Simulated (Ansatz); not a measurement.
A series of calculations on BH$_{2}$Cl$_{2}$F

## 1. Relaxation

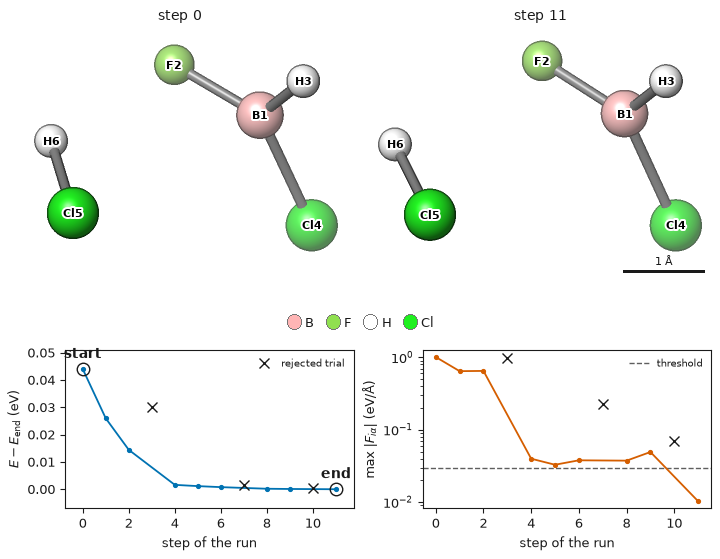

First and last geometry of a relaxation of BH$_{2}$Cl$_{2}$F, with the history of the run. The picture is a ball-and-stick view, seen from a free direction.

The run prepares an end point of a later path (reaction) calculation, from a guessed geometry.

The calculation used RKS PBE0-D4/def2-SVP in Ansatz. Set-up: no spin polarisation; force threshold 0.03 eV/Å; at most 50 steps.

### Did the run converge, and what did it change?

It converged. The atom that moves furthest after the best rigid fit is H6 (0.23 Å). By element the largest moves are H 0.23 Å, F 0.13 Å, B 0.07 Å, Cl 0.05 Å. Near-neighbour distances that change, for instance: Cl5–H6 1.331 → 1.288 Å. After 8 accepted moves (11 points after the start) the energy has fallen by 0.044 eV. Largest force component: 1 eV/Å at the start, 0.01 eV/Å at the end. The line search rejected the trial steps at points 3, 7, 10 of the run.

## 2. Relaxation

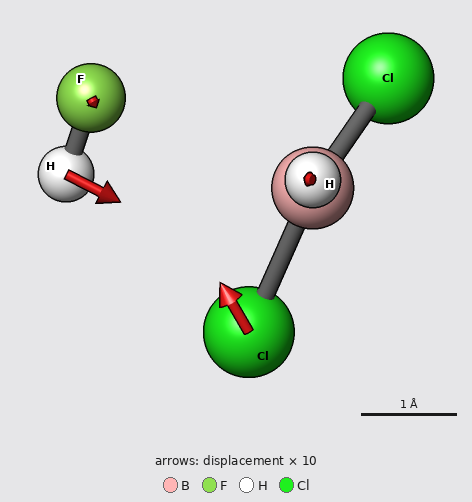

This is a relaxation of BH2Cl2F. The starting structure is drawn; red arrows show the displacements, 10 times their true length. The two geometries are superimposed by the best rigid fit.

The picture is a ball-and-stick view, seen face on.

The run prepares an end point of a later path (reaction) calculation, from a guessed geometry.

All numbers below come from RKS PBE0-D4/def2-SVP (Ansatz). Settings: no spin polarisation; force threshold 0.03 eV/Å; at most 50 steps.

### What happened in the run?

The energy falls by 0.83 kcal/mol in 8 geometry steps. The largest force component goes from 1.1 to 0.012 eV/Å. The largest move after the best rigid fit is that of an H atom, 0.066 Å. Largest moves by element: H 0.066 Å, Cl 0.063 Å, B 0.027 Å, F 0.013 Å. Among the contacts that change: B–Cl 1.824 → 1.767 Å, B–Cl 1.730 → 1.736 Å.

Limits of the set-up: the start holds two separate molecules, 2.5 Å apart at their closest, whose relative position is a soft coordinate.

## 3. Path

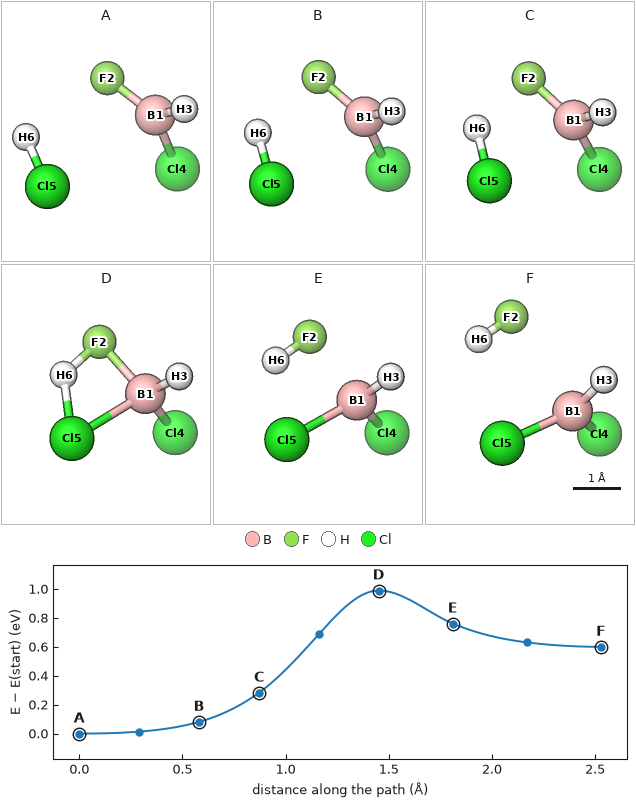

A nudged-elastic-band calculation for BH₂Cl₂F, made up at the start of BHClF and HCl. Images are numbered from 0 (start) to 8 (end). Frames A to F are images 0, 2, 3, 5, 6, 8. Style: ball-and-stick. Shown at a tilt.

Level of theory: RKS PBE0-D4/def2-SVP in Ansatz.

Input file:
```yaml
crystal:
  periodic: [false, false, false]
  atoms:
    - { symbol: B, position_ang: [-0.042628, 0.313777, -0.086653] }
    - { symbol: F, position_ang: [-0.073778, 0.530721, 1.21479] }
    - { symbol: H, position_ang: [1.002408, 0.092681, -0.634926] }
    - { symbol: Cl, position_ang: [-1.529221, 0.455871, -0.986954] }
    - { symbol: Cl, position_ang: [-0.176825, -2.660142, 0.996386] }
    - { symbol: H, position_ang: [-0.180955, -1.822208, 1.973959] }
basis:
  gaussian: { orbitals: def2-SVP }
hamiltonian:
  xc: pbe0
  dispersion: d4
neb:
  order_check: false
  images: 7
  f_tol: 0.05
  max_iterations: 60
  final_atoms:
    - { symbol: B, position_ang: [-0.08557791, -0.51636162, -0.3878127] }
    - { symbol: F, position_ang: [-0.07198303, 0.13005957, 2.01526378] }
    - { symbol: H, position_ang: [0.99406595, -0.0163235, -0.51456352] }
    - { symbol: Cl, position_ang: [-1.52129572, 0.29684454, -0.92752275] }
    - { symbol: Cl, position_ang: [-0.19472019, -2.19704947, 0.14757806] }
    - { symbol: H, position_ang: [-0.1214881, -0.78646953, 2.14365912] }
  initial_path:
    images:
      - { positions_ang: [[-0.042628, 0.313777, -0.086653], [-0.073778, 0.530721, 1.21479], [1.002408, 0.092681, -0.634926], [-1.529221, 0.455871, -0.986954], [-0.176825, -2.660142, 0.996386], [-0.180955, -1.822208, 1.973959]] }
      - { positions_ang: [[-0.02926466, 0.23700739, -0.06170555], [-0.05448975, 0.38974024, 1.33175336], [1.01275894, 0.07020453, -0.62057524], [-1.54580647, 0.35622151, -0.97099001], [-0.20869731, -2.50383429, 0.908349], [-0.17549975, -1.63863938, 1.88977044]] }
      - { positions_ang: [[-0.01590132, 0.16023778, -0.0367581], [-0.03520151, 0.24875948, 1.44871672], [1.02310988, 0.04772805, -0.60622448], [-1.56239195, 0.25657202, -0.95502601], [-0.24056961, -2.34752658, 0.82031199], [-0.17004449, -1.45507075, 1.80558188]] }
      - { positions_ang: [[-0.00253798, 0.08346818, -0.01181065], [-0.01591326, 0.10777872, 1.56568008], [1.03346082, 0.02525158, -0.59187373], [-1.57897742, 0.15692253, -0.93906202], [-0.27244192, -2.19121888, 0.73227499], [-0.16458924, -1.27150213, 1.72139332]] }
      - { positions_ang: [[0.01082536, 0.00669857, 0.0131368], [0.00337498, -0.03320204, 1.68264344], [1.04381176, 0.0027751, -0.57752297], [-1.59556289, 0.05727304, -0.92309802], [-0.30431422, -2.03491117, 0.64423799], [-0.15913399, -1.0879335, 1.63720476]] }
      - { positions_ang: [[-0.01327546, -0.12406648, -0.08710057], [-0.01546452, 0.00761336, 1.76579853], [1.03137531, -0.00199955, -0.56178311], [-1.5769961, 0.11716592, -0.9242042], [-0.27691571, -2.07544574, 0.520073], [-0.14972251, -1.01256751, 1.76381835]] }
      - { positions_ang: [[-0.03737628, -0.25483153, -0.18733795], [-0.03430402, 0.04842877, 1.84895361], [1.01893885, -0.0067742, -0.54604324], [-1.55842931, 0.17705879, -0.92531038], [-0.24951721, -2.11598032, 0.39590802], [-0.14031104, -0.93720152, 1.89043194]] }
      - { positions_ang: [[-0.0614771, -0.38559657, -0.28757532], [-0.05314353, 0.08924417, 1.93210869], [1.0065024, -0.01154885, -0.53030338], [-1.53986251, 0.23695167, -0.92641656], [-0.2221187, -2.15651489, 0.27174304], [-0.13089957, -0.86183552, 2.01704553]] }
      - { positions_ang: [[-0.08557791, -0.51636162, -0.3878127], [-0.07198303, 0.13005957, 2.01526378], [0.99406595, -0.0163235, -0.51456352], [-1.52129572, 0.29684454, -0.92752275], [-0.19472019, -2.19704947, 0.14757806], [-0.1214881, -0.78646953, 2.14365912]] }
```

Command:
```bash
ansatz run input.yaml --threads 1 --pin off --max-ram 2048MiB --backend cpu --events-out ev --progress --plain --runs-dir out
```

**Read off the barrier and say what moves.**

Breaking: B1–F2 (1.32 → 1.54 at the top → 2.49 Å), Cl5–H6 (1.29 → 1.55 at the top → 2.45 Å). Forming: B1–Cl5 (3.17 → 2.02 at the top → 1.77 Å), F2–H6 (2.47 → 1.17 at the top → 0.93 Å). The highest point, image 5, lies 0.99 eV above the start and 0.39 eV above the end; the end is at +0.60 eV relative to the start. The band is converged. At the top, the vibrational analysis gives one imaginary mode (852i cm⁻¹), as a transition state must have.

Limits of the set-up: the start holds two separate molecules, 2.5 Å apart at their closest, whose relative position is a soft coordinate.

Cost: 4.3 min on 1 thread of Arm Neoverse V1, with other jobs on the host, peak memory 0.14 GiB.
